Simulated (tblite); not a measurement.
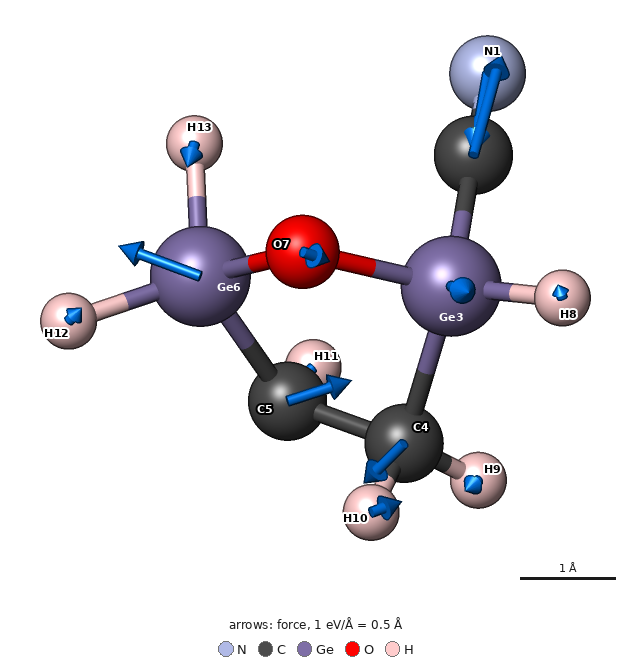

Starting geometry of C3H6Ge2NO (multiplicity 2) with the computed forces as blue arrows. A ball-and-stick model, seen face on.

The calculation used tblite, GFN2-xTB geometry optimisation, gas phase. 

Question: What follows when this structure is relaxed?

Answer: It isn't relaxed: the largest force vector, on a C atom, is 2.79 eV/Å. The final displacements have little in common with the starting forces (cosine between the two patterns 0.18). The largest move after the best rigid fit is that of the N atom, 1.24 Å. By element the largest moves are N 1.24 Å, H 1.00 Å, C 0.79 Å, O 0.67 Å, Ge 0.29 Å. Some distances before and after: C–Ge 1.949 → 2.031 Å, Ge–H 1.570 → 1.506 Å, Ge–O 1.804 → 1.748 Å, C–Ge 1.895 → 1.937 Å. Bond angles that change, for instance: Ge–O–Ge 97.7° → 115.8°, Ge–C–H 113.9° → 123.6°, C–C–H 110.7° → 118.9°. Over 105 geometry steps the energy falls by 0.768 eV. Cost: 0.74 s on 1 thread of Arm Neoverse V1, with other jobs on the host.
